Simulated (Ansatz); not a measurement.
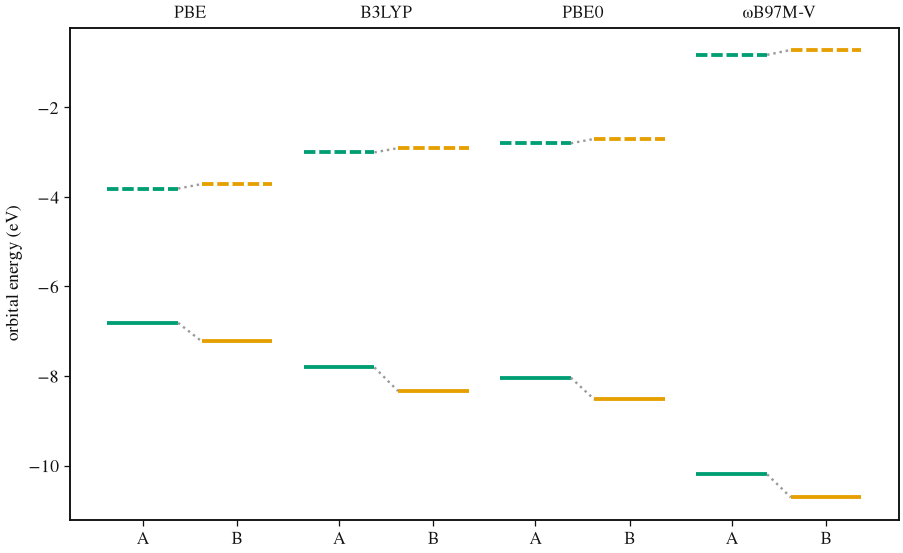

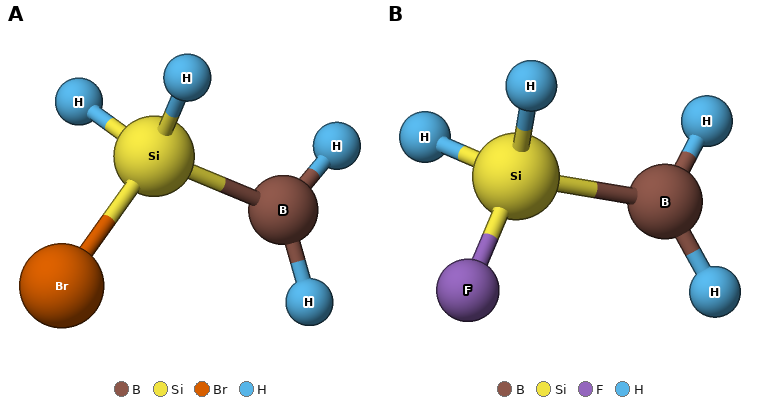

One change: A, BSiH₄Br (SMILES B[SiH2]Br), becomes B, BSiH₄F (SMILES B[SiH2]F). Br on Si is replaced by F. HOMO (solid) and LUMO (dashed) computed in def2-TZVPP at PBE0-D4/def2-TZVP geometries, both minima by their frequencies, gas phase, the Ansatz code 0.2.0.

### What does the change do to HOMO and LUMO?

PBE: the HOMO falls by 0.41 eV, the LUMO rises by 0.10 eV, and the separation goes from 3.00 to 3.51 eV. B3LYP: the HOMO falls by 0.53 eV, the LUMO rises by 0.09 eV, and the separation goes from 4.80 to 5.43 eV. PBE0: the HOMO falls by 0.49 eV, the LUMO rises by 0.10 eV, and the separation goes from 5.24 to 5.82 eV. ωB97M-V: the HOMO falls by 0.51 eV, the LUMO rises by 0.11 eV, and the separation goes from 9.37 to 10.00 eV.

### Do the functionals agree on the effect?

They agree on the direction for both levels; the HOMO shift lies between −0.53 and −0.41 eV and the LUMO shift between 0.09 and 0.11 eV, while the separations themselves differ by up to 6.5 eV between functionals.
